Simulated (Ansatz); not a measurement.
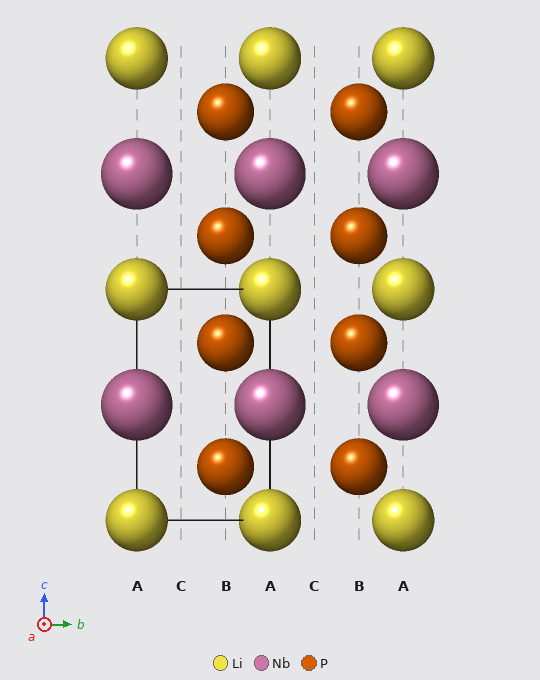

The picture looks along a close-packed row of the hexagonal mesh; c points upwards. The dashed lines mark the three columns A (0, 0), B (1/3, 2/3) and C (2/3, 1/3). The sequence starts with the first layer at or above the cell's origin.

LiNbP₂. Coordinates: coordinates from a relaxation with DFT PBE, scalar-relativistic, plane waves, PAW (Ansatz 0.2.0); the starting structure was generated, so it need not be a known form of this composition.

> Give the sequence of layers in one repeat, with element and column.

Li(A) – P(B) – Nb(A) – P(B) (four layers in 5.44 Å).

> How are the P layers alone stacked?

P layers alone: BB, a sequence in which some neighbouring layers lie directly above each other.

> Which positions between or in the P layers do the other atoms fill?

Nb: one trigonal-prismatic site; Li: one trigonal-prismatic site in each hexagonal cell.
